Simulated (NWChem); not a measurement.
# One shape, several levels: SiHClF (SMILES F[SiH]Cl)

Aim: a comparison of 5 runs (UHF/def2-SVP, UB3LYP/6-31G*, UPBE0/def2-SVP, UMP2/STO-3G, UMP2/pcseg-1) of SiHClF. 

The results are computed with NWChem 7.3.0.

## Step 1: The system as given

SiHClF: 4 atoms, total charge 0, spin state doublet. As SMILES, `F[SiH]Cl`. Geometry: relaxed at GFN2-xTB.

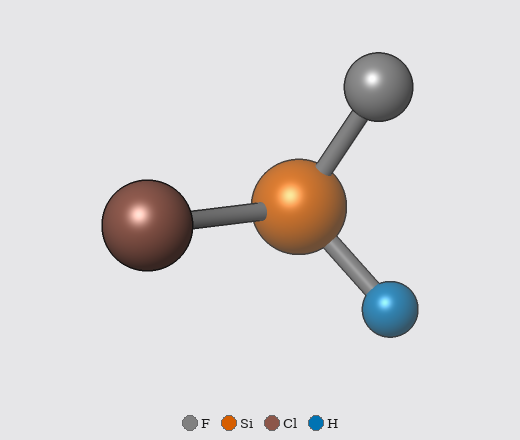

The structure, seen from a chosen angle (fluorine grey, silicon orange, chlorine brown, hydrogen blue).

## Step 2: Energy and gradient at UHF/def2-SVP (run 1)

clfhsi.xyz

```xyz
4
ClFHSi
F     -0.992950    -0.342310     1.062500
Si    -0.204890    -0.223210    -0.347440
Cl     1.732630    -0.546640     0.075470
H     -0.534790     1.112160    -0.790530
```

clfhsi.nw

```
start clfhsi
title "ClFHSi"
memory total 2200 mb

geometry units angstroms noautosym nocenter noautoz
   load format xyz clfhsi.xyz
end

basis "ao basis" spherical bse
   * library def2-SVP
end

scf
   doublet
   uhf
   thresh 1e-08
   maxiter 80
   noprint "final vectors analysis"
end

task scf gradient
```

The run is started by

```
$ nwchem clfhsi.nw > clfhsi.out
```

Log:

```text
[...]
  functions       =    55
[...]
  wavefunction    = UHF
[...]
         Total SCF energy =   -848.195400422860
      One electron energy =  -1458.300944515819
      Two electron energy =    468.225868437321
 Nuclear repulsion energy =    141.879675655638
                       Sz =      0.5000
                 Sz(Sz+1) =      0.7500
                      S^2 =      0.7533
[...]
                         UHF ENERGY GRADIENTS
    atom               coordinates                        gradient
                 x          y          z           x          y          z
   1 F      -1.876403  -0.646872   2.007834   -0.001376   0.003314   0.005396
   2 Si     -0.387186  -0.421806  -0.656566    0.025951   0.008621  -0.012052
   3 Cl      3.274196  -1.033000   0.142618   -0.020931   0.000327  -0.001204
   4 H      -1.010607   2.101678  -1.493885   -0.003644  -0.012262   0.007860
[...]
```

Run time: 8.4 s. Hardware: 1 thread of Intel Xeon Platinum 8259CL at 2.50GHz (Skylake/Cascade Lake), shared host; peak memory 0.098 GiB.

## Step 3: Energy and forces at UB3LYP/6-31G(d) (spherical functions) (run 2)

struct.nw

```
START struct
memory 2200 mb

GEOMETRY units angstrom noautosym nocenter noautoz
F    -0.992950   -0.342310    1.062500
Si   -0.204890   -0.223210   -0.347440
Cl    1.732630   -0.546640    0.075470
H    -0.534790    1.112160   -0.790530
END

BASIS spherical bse
* library 6-31G*
END

DFT
xc b3lyp
mult 2
grid xfine
convergence energy 1e-08
iterations 100
mulliken
noprint "final vectors analysis"
END

TASK dft gradient
```

The run is started by

```
$ nwchem struct.nw > struct.out
```

Log:

```text
[...]
          Wavefunction type:  spin polarized.
          No. of atoms     :     4
          No. of electrons :    41
[...]
          Charge           :     0
          Spin multiplicity:     2
[...]
          AO basis - number of functions:    52
[...]
              XC Information
              --------------
                         B3LYP Method XC Potential
                     Hartree-Fock (Exact) Exchange  0.200
                        Slater Exchange Functional  0.800 local
                    Becke 1988 Exchange Functional  0.720 non-local
              Lee-Yang-Parr Correlation Functional  0.810
                  VWN I RPA Correlation Functional  0.190 local
[...]
 d= 0,ls=0.0,diis     1   -850.1040533847 -9.92D+02  1.33D-02  1.36D-01     2.7
[...]
 d= 0,ls=0.0,diis    10   -850.1709102198 -3.65D-09  1.26D-06  2.77D-09    25.6
[...]
         Total DFT energy =     -850.170910219829
      One electron energy =    -1459.132612983394
           Coulomb energy =      527.223420657188
    Exchange-Corr. energy =      -60.141393549261
 Nuclear repulsion energy =      141.879675655637
[...]
      Total Density - Mulliken Population Analysis
     ---------------------------------------------
    Atom       Charge   Shell Charges
 -----------   ------   -------------------------------------------------------
    1 F    9     9.38   2.00  0.93  3.31  1.03  2.11  0.01
    2 Si  14    13.37   2.00  2.00  5.96  1.02  1.56  0.28  0.29  0.25
    3 Cl  17    17.20   2.00  2.00  5.97  1.41  3.65  0.53  1.62  0.02
    4 H    1     1.05   0.52  0.53
[...]
      <S2> =      0.7513 (Exact =     0.7500)
[...]
  wavefunction    = open shell
                         DFT ENERGY GRADIENTS
    atom               coordinates                        gradient
                 x          y          z           x          y          z
   1 F      -1.876403  -0.646872   2.007834    0.001158   0.002909   0.001914
   2 Si     -0.387186  -0.421806  -0.656566    0.026239   0.015957  -0.009538
   3 Cl      3.274196  -1.033000   0.142618   -0.024541   0.000024  -0.001525
   4 H      -1.010607   2.101678  -1.493885   -0.002856  -0.018890   0.009149
[...]
```

It took 35 s on 1 thread of Intel Xeon Platinum 8259CL at 2.50GHz (Skylake/Cascade Lake), shared host; peak memory 0.12 GiB.

Run 3 isn't shown in full; the table further down has it.

## Step 4: Energy and forces at UMP2/STO-3G (run 4)

run.py

```python
from ase import Atoms
from ase.calculators.nwchem import NWChem

atoms = Atoms('FSiClH', positions=[
    [-0.992950, -0.342310, 1.062500],
    [-0.204890, -0.223210, -0.347440],
    [1.732630, -0.546640, 0.075470],
    [-0.534790, 1.112160, -0.790530],
])

calc = NWChem(
    label='test',
    theory='mp2',
    memory='2200 mb',
    basis='STO-3G',
    basispar='spherical bse',
    scf={'nopen': '1', 'uhf': None, 'thresh': '1e-08', 'maxiter': '80'},
    mp2={'freeze': 'core 11', 'tight': None},
)
atoms.calc = calc

forces = atoms.get_forces()
print("Total energy (eV):", round(atoms.get_potential_energy(), 6))
print("forces (eV/A):")
for s, f in zip(atoms.symbols, forces):
    print(f"{s:2s} {f[0]:10.5f} {f[1]:10.5f} {f[2]:10.5f}")
```

The run is started by

```
$ export ASE_NWCHEM_COMMAND="nwchem PREFIX.nwi > PREFIX.nwo"
$ python run.py
```

Log:

```text
Total energy (eV): -22826.784007
forces (eV/A):
F    -0.16203   -0.16172    0.33687
Si   -3.08260   -0.09652   -0.62853
Cl    2.68331   -0.06232    0.44958
H     0.56132    0.32051   -0.15792
```

The calculator wrote test.nwi:

```
title "test"

permanent_dir test

scratch_dir test

start test

geometry units angstrom nocenter noautosym noautoz
  F  -9.9295000000000000e-01 -3.4231000000000000e-01 1.0625000000000000e+00
  Si -2.0488999999999999e-01 -2.2320999999999999e-01 -3.4744000000000003e-01
  Cl 1.7326299999999999e+00 -5.4664000000000001e-01 7.5469999999999995e-02
  H  -5.3478999999999999e-01 1.1121600000000000e+00 -7.9052999999999995e-01
end

memory 2200 mb

basis spherical bse noprint
   * library STO-3G
end

scf
  nopen 1
  uhf
  thresh 1e-08
  maxiter 80
end
mp2
  freeze core 11
  tight
end

task mp2 gradient
```

test.nwo (excerpt; [...] marks lines left out):

```text
[...]
      One electron energy =  -1450.698676709015
[... 1 line left out ...]
 Nuclear repulsion energy =    141.879675655637
[... 36 lines left out ...]
          Final beta eigenvalues
[... 142 lines left out ...]
                     UHF Final Beta Molecular Orbital Analysis
[...]
                         mp2 ENERGY GRADIENTS
    atom               coordinates                        gradient
                 x          y          z           x          y          z
   1 F      -1.876403  -0.646872   2.007834    0.003151   0.003145  -0.006551
   2 Si     -0.387186  -0.421806  -0.656566    0.059947   0.001877   0.012223
   3 Cl      3.274196  -1.033000   0.142618   -0.052182   0.001212  -0.008743
   4 H      -1.010607   2.101678  -1.493885   -0.010916  -0.006233   0.003071
[...]
```

Run time: 5.7 s. Hardware: 1 thread of Intel Xeon Platinum 8259CL at 2.50GHz (Skylake/Cascade Lake), shared host; peak memory 0.1 GiB.

## Step 5: Energy and gradient at UMP2/pcseg-1 (run 5)

run.nw

```
start run
memory total 2200 mb

geometry units atomic noautosym nocenter noautoz
 F  -1.87640356 -0.64687215  2.00783401
 Si -0.38718599 -0.42180577 -0.65656644
 Cl  3.27419618 -1.03299989  0.14261763
 H  -1.01060663  2.10167781 -1.49388519
end

basis "ao basis" spherical bse
 * library pcseg-1
end

scf
 nopen 1
 uhf
 thresh 1e-08
 maxiter 80
 noprint "final vectors analysis"
end

mp2
 freeze core 11
 tight
end

task mp2 gradient
```

The run is started by

```
$ nwchem run.nw > run.out
```

Log:

```text
[...]
  functions       =    55
[...]
  wavefunction    = UHF
[...]
         Total SCF energy =   -848.428819042896
      One electron energy =  -1458.585969556776
      Two electron energy =    468.277485228897
 Nuclear repulsion energy =    141.879665284983
                       Sz =      0.5000
                 Sz(Sz+1) =      0.7500
                      S^2 =      0.7531
[...]
          Total MP2 energy          -848.817661745972
[...]
                         mp2 ENERGY GRADIENTS
    atom               coordinates                        gradient
                 x          y          z           x          y          z
   1 F      -1.876404  -0.646872   2.007834    0.008560   0.004495  -0.012176
   2 Si     -0.387186  -0.421806  -0.656566    0.014863   0.008861   0.005281
   3 Cl      3.274196  -1.033000   0.142618   -0.019417  -0.000420  -0.000744
   4 H      -1.010607   2.101678  -1.493885   -0.004006  -0.012937   0.007639
[...]
```

Run time: 32 s. Hardware: 1 thread of Intel Xeon Platinum 8259CL at 2.50GHz (Skylake/Cascade Lake), shared host; peak memory 0.13 GiB.

## Step 6: All runs side by side

```csv
run,level,iteration cap,module,energy (Eh),dipole moment (D),⟨S²⟩,largest force (eV/Å),wall time
1,UHF/def2-SVP,80,scf,-848.195400,1.91,0.753,1.537,8.4 s
2,UB3LYP/6-31G* (spherical functions),100,dft,-850.170910,1.51,0.751,1.654,35 s
3,UPBE0/def2-SVP,100,dft,-849.497512,1.46,0.752,1.272,27 s
4,UMP2/STO-3G,80,mp2,-838.868847,2.62,0.753,3.148,5.7 s
5,UMP2/pcseg-1,80,mp2,-848.817662,1.82,0.753,0.999,32 s
```

## Step 7: What came out

| quantity | value |
| --- | --- |
| run 5: total energy | -848.81766 Eh |
| run 5: dipole moment (of the density that the program reports) | 1.82 D |
| run 5: correlation energy (11 core orbitals frozen) | -388.8 mEh |
| run 5: ⟨S²⟩ of the reference determinant | 0.753 |
| run 5: largest force on an atom | 0.999 eV/Å |

What this shows: The dipole moment (its size) runs from 1.46 D (UPBE0/def2-SVP) to 2.62 D (UMP2/STO-3G). The two ends differ in method and basis. Totals of different functionals can't be ranked against each other. In run 4 the basis is minimal, so the values are rough. All runs together took 1.8 min, the longest 35 s.
